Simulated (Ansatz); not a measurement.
Cl$_{3}$H$_{3}$Si$_{2}$···H$_{2}$O

Input

```
crystal:
  periodic: [false, false, false]
  atoms:
    - { symbol: Si, position_ang: [-0.004752, 0.286844, 0.033998] }
    - { symbol: Si, position_ang: [0.026086, 0.097864, 2.283499] }
    - { symbol: H, position_ang: [-1.085672, -0.820407, 2.719021] }
    - { symbol: H, position_ang: [1.343716, -0.361307, 2.842988] }
    - { symbol: H, position_ang: [-0.265599, 1.457192, 2.867626] }
    - { symbol: Cl, position_ang: [1.86413, 0.27179, -0.857264] }
    - { symbol: Cl, position_ang: [-0.894236, 2.117254, -0.44218] }
    - { symbol: Cl, position_ang: [-1.218012, -1.140604, -0.910968] }
    - { symbol: O, position_ang: [0.817599, -2.278124, 1.060197] }
    - { symbol: H, position_ang: [-0.02371, -2.675896, 0.757339] }
    - { symbol: H, position_ang: [0.825651, -2.434305, 2.036445] }
basis:
  gaussian: { orbitals: def2-SVP }
hamiltonian:
  xc: pbe
relax:
  f_tol: 0.03
  max_steps: 50
output:
  orbitals: {}
```

Launched as:

```sh
ansatz run input.yaml --threads 4 --pin off --max-ram 5120MiB --backend cpu --events-out ev --progress --plain --runs-dir out
```

The fields are those of the run's last geometry, not of the input's.

Computed with RKS PBE/def2-SVP (Ansatz 0.2.0).

> What can the converged electron density and electron localisation function tell about the bonding?

Si–Cl (2.07 Å): the density is about 0.84 e/Å³ at the midpoint; the ELF peaks at about 0.85 between the atoms (a polar covalent bond).

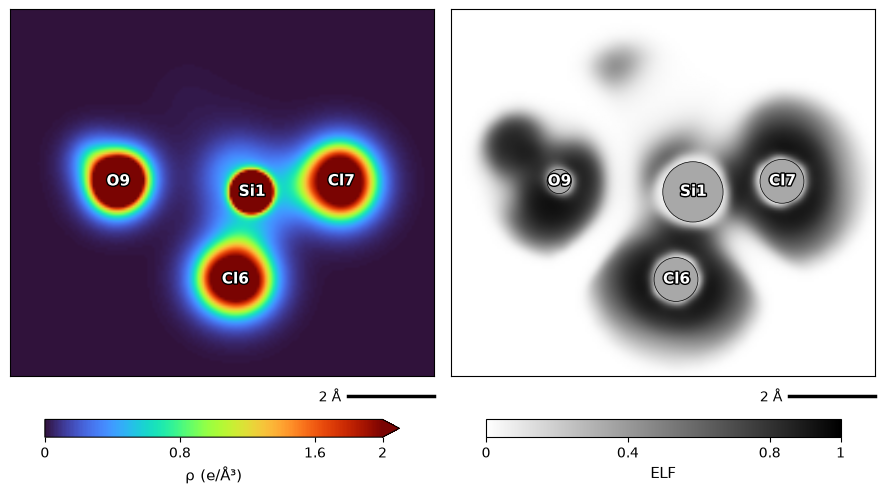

Computed electron density and electron localisation function on the plane of atoms Cl6, Si1 and Cl7, in this order. Grey discs cover the atomic cores in the ELF map. 
